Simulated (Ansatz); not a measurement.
```yaml
atoms:
  - { symbol: Be, position_ang: [-1.7136, -1.2469, -1.2009] }
  - { symbol: Be, position_ang: [0.0860, 0.5480, 1.3748] }
  - { symbol: Be, position_ang: [1.8965, -0.0933, 0.7654] }
  - { symbol: Be, position_ang: [0.1935, -0.9441, -0.2688] }
  - { symbol: Be, position_ang: [-1.2702, 0.5477, -0.3238] }
  - { symbol: Be, position_ang: [0.8079, 1.1887, -0.3468] }
```

Geometry: PBE0/def2-TZVP.

Method: Ansatz, UKS PBE0/def2-TZVP.

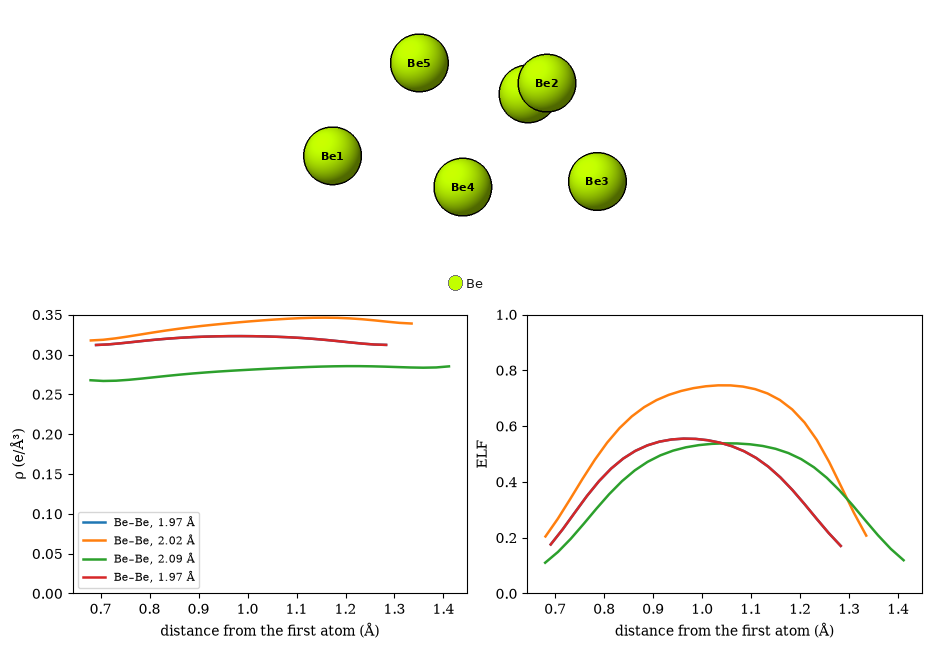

Be6 (charge +1, doublet). Electron density and electron localisation function along straight lines between neighbouring atoms. The curves leave out the atomic cores. The structure is drawn too.

### Compare the contacts.

Be–Be (1.97 Å): ρ is about 0.32 e/Å³ halfway; the ELF reaches about 0.55 near the midpoint.
Be–Be (2.02 Å): ρ at the midpoint is about 0.34 e/Å³; the ELF peaks at about 0.75 between the atoms.
Be–Be (2.09 Å): the density is about 0.28 e/Å³ at the midpoint; the ELF reaches about 0.55 near the midpoint.
Be2···Be6 (1.97 Å): the density falls to about 0.31 e/Å³ on the way; the ELF reaches about 0.55 near the midpoint.
